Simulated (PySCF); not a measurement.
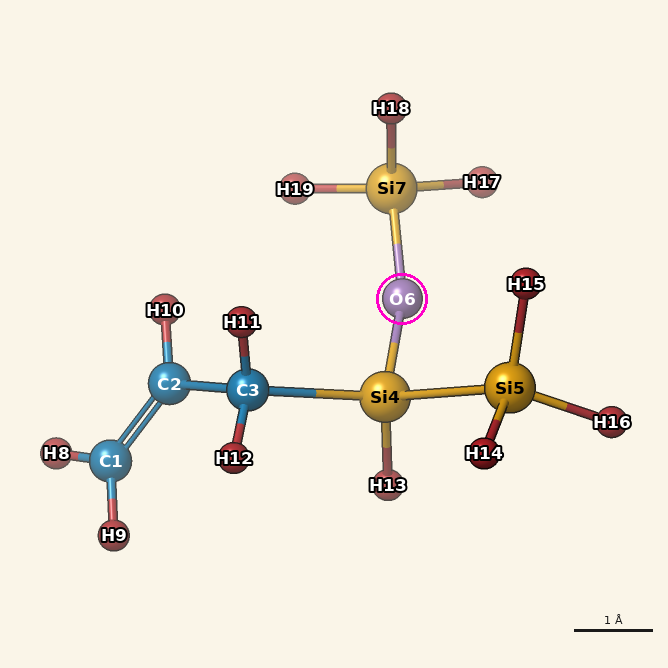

Orthographic view. Atoms fade into the background with distance from the viewer. Geometry: an end point of a reaction path computed with GFN2-xTB.

Question: Name the neighbours of the circled atom.

Answer: The circled atom is O6; it is bonded to Si4, Si7.

Question: What is the shortest path along bonds from the circled atom to H12?

Answer: O6–Si4–C3–H12, 3 bonds; through space the two are 3.80 Å apart.

Question: Of Si4 and H13, which is nearer the viewer?

Answer: Si4; the bond to H13 points away from the viewer, so it looks shorter than its 1.47 Å.

Question: Which atom is nearest the viewer?

Answer: H14, 2.9 Å in front of the mean position.
